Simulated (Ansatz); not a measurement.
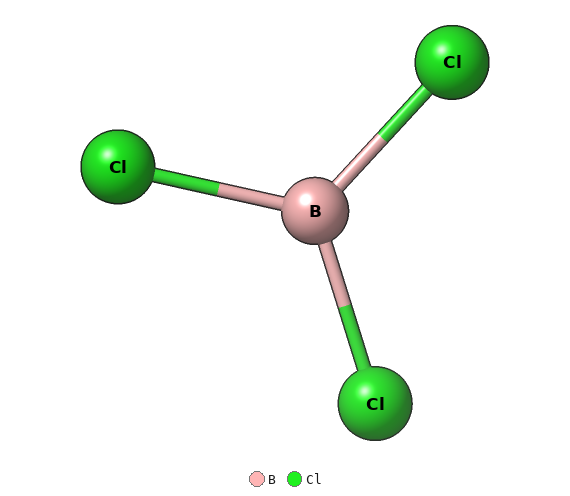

All atoms lie in one plane, which faces the viewer. The geometry was computed by an optimisation with PBE0-D4/def2-TZVP.

> List the symmetry elements and name the point group.

It has 1 C3 axis, 3 C2 axes, 1 S3 axis and 4 mirror planes, so the point group is D3h. The group has 12 operations. The geometry is achiral, and symmetry forbids a dipole moment.
